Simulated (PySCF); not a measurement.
Input file:

```
{"job": {"kind": "uv", "xc": "wB97X-D", "basis": "def2-SVPD", "nstates": 8, "ntriplets": 3}, "charge": 0, "multiplicity": 1}
C     -1.455587     0.962732     2.481808
N     -0.712294     0.132694     2.096523
Ga    -0.502699    -0.769502     0.360926
C     -2.191133     0.332814    -0.237870
N     -2.828789     1.190683     0.389539
C      1.202171    -0.281604    -0.592728
C      1.400280     0.963815    -1.013203
C      2.219298    -1.368046    -0.800695
H     -1.740907     1.582854     3.302373
H     -0.768686    -2.260560     0.721746
H     -2.536528     0.144181    -1.253929
H     -2.442707     1.336803     1.391735
H      0.653071     1.733985    -0.855197
H      2.300764     1.278878    -1.526199
H      1.754087    -2.211918    -1.316732
H      2.566266    -1.734236     0.168518
H      3.076393    -1.021545    -1.378139
```

Launched as:

```sh
OMP_NUM_THREADS=1 python probes_run.py task.json out
```

Geometry: GFN2-xTB.

The calculation used wB97X-D/def2-SVPD, SCF density, gas phase (PySCF 2.14.0).

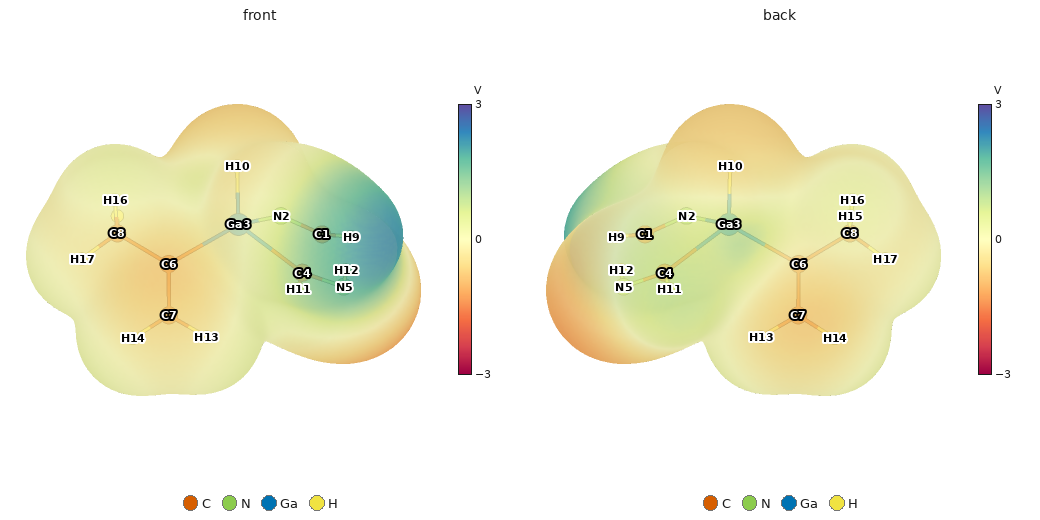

C5H9GaN2. The molecular electrostatic potential painted on the density surface at 0.001 e/bohr³, seen from the front and from behind; red is negative and blue positive.

Where is the surface potential most negative and most positive?

The most negative region (about −1.2 V) lies over N5, the most positive (about +2.2 V) over H9. N5 is the likeliest acceptor of a hydrogen bond.

What dipole moment does the calculation give?

Its dipole moment is 2.65 D.
